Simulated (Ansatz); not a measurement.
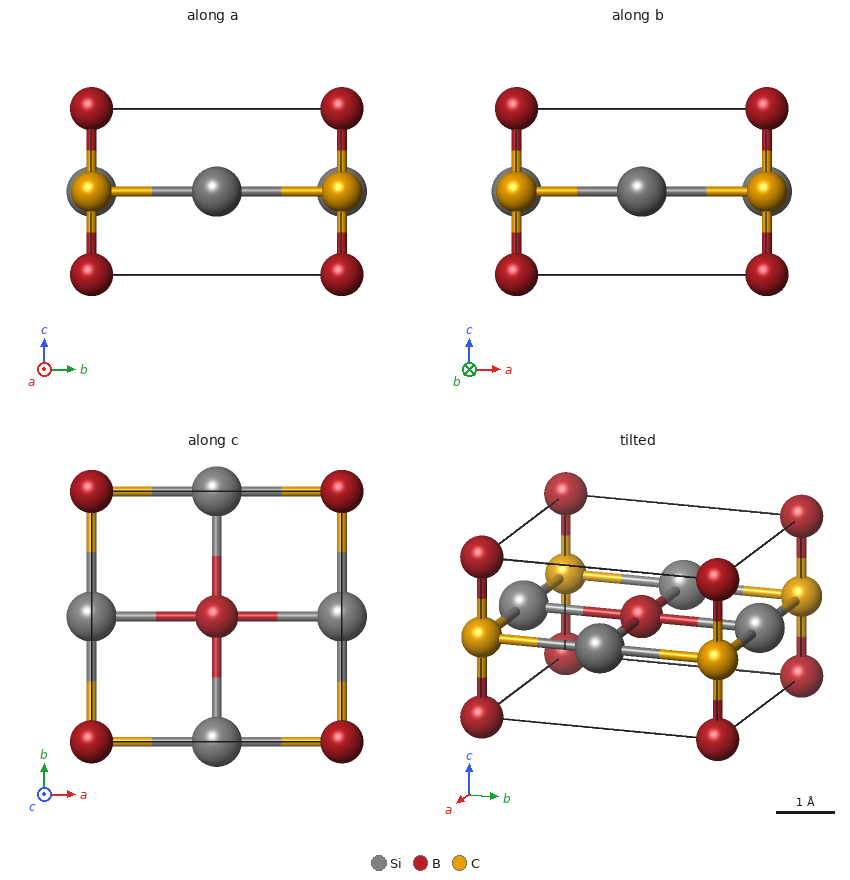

The image is a ball-and-stick drawing of a crystal, viewed along the a axis, along the b axis, along the c axis and slightly off an axis. One conventional unit cell is outlined, and atoms on its boundary appear in each equivalent place.

Lattice parameters: a = 4.318 Å, b = 4.318 Å, c = 2.861 Å, α = 90.00°, β = 90.00°, γ = 90.00°.

Question: Write down what is shown as a table of Wyckoff sites.

Answer: Space group P4/mmm (No. 123).
| atom | site | x | y | z |
| --- | --- | --- | --- | --- |
| Si | 2e | 0.5000 | 0.0000 | 0.5000 |
| B | 1a | 0.0000 | 0.0000 | 0.0000 |
| B | 1d | 0.5000 | 0.5000 | 0.5000 |
| C | 1b | 0.0000 | 0.0000 | 0.5000 |

The initial geometry was a random cell made by a generator, so it need not be a real form of the compound. It is drawn as it came out of a relaxation with DFT PBE, scalar-relativistic, plane waves, PAW (Ansatz).
